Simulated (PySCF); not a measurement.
# CH5Cl3Ge2: the cost of one run

Programs: PySCF 2.14.0, with routines of our own; each step states its level. All values are computed. Atoms count from 0.

## (1) The starting structure

11 atoms, charge 0, multiplicity 1; geometry from: GFN2-xTB.

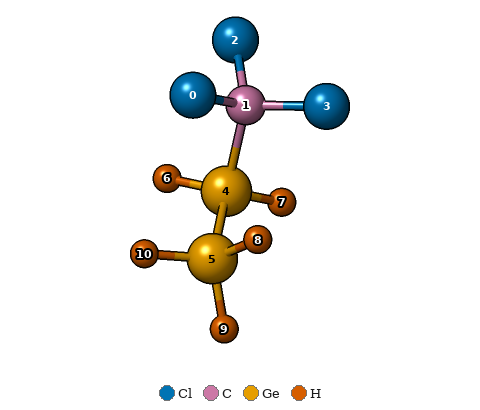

The starting geometry (chlorine blue, carbon pink, germanium amber, hydrogen orange).

## (2) Magnetic properties: GIAO PBE/pcSseg-1

The job: settings as JSON, then the geometry in Å.

```
{"job": {"kind": "mag", "xc": "PBE", "basis": "pcSseg-1", "isotopologues": 2}, "charge": 0, "multiplicity": 1}
Cl    -0.805719    -2.031837    -0.568718
C     -1.541733    -0.520180    -0.022142
Cl    -3.079076    -0.288004    -0.839742
Cl    -1.808057    -0.616770     1.720681
Ge    -0.244235     0.951176    -0.374679
Ge     1.821893    -0.046989     0.273641
H     -0.426521     1.254133    -1.840885
H     -0.803674     2.133385     0.373152
H      1.638496    -0.942345     1.452590
H      2.860262     0.966996     0.644563
H      2.393789    -0.856894    -0.844424
```

Level: GIAO PBE/pcSseg-1 magnetisability, rotational g tensor and spin-rotation constants, non-relativistic, gas phase.

Launch:

```bash
> OMP_NUM_THREADS=1 python excited_run.py task.json out
```

The driver reads the jobs from task.json and runs them one after another.

**Question.** How long does this first job take on 1 thread of Arm Neoverse V1, shared host, and how much memory does it need?

About 56 s, with a peak of 0.92 GiB.
